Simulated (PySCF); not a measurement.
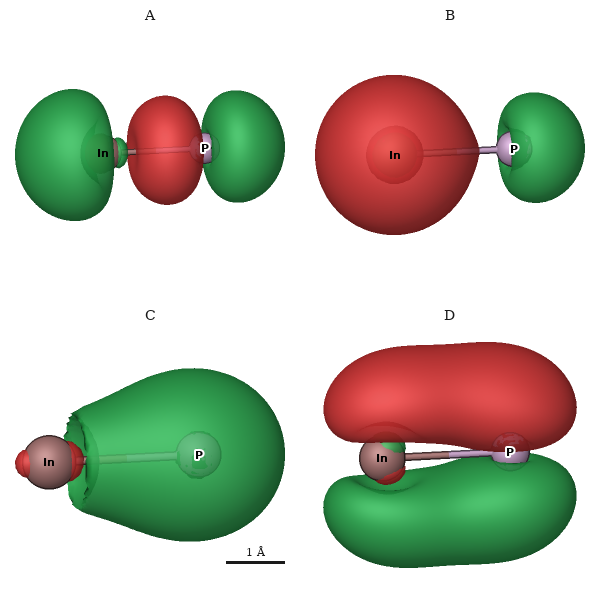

*InP (triplet). Four frontier β-spin orbitals, each drawn at the value that holds 80 % of its norm (green and red are the two phases), in no order; of a degenerate pair one member is drawn.*

Core potentials replace the inner electrons of In.

All numbers below come from PySCF 2.14.0, PBE0/cc-pVTZ(-PP), non-relativistic Hamiltonian with scalar-relativistic core potentials where named, at a bond length of 2.657 Å.

> Label each orbital by symmetry, say whether it is occupied, and order them by energy.

Orbital C: σ, occupied in this spin, −13.61 eV; mainly on P (85 %).
Orbital B: σ, occupied in this spin, −9.21 eV; mainly on In (75 %).
Orbital A: σ, occupied in this spin, −5.26 eV; shared between the atoms (In 45 %, P 55 %).
Orbital D: π, empty in this spin, −2.97 eV; bonding, with no node between the atoms.
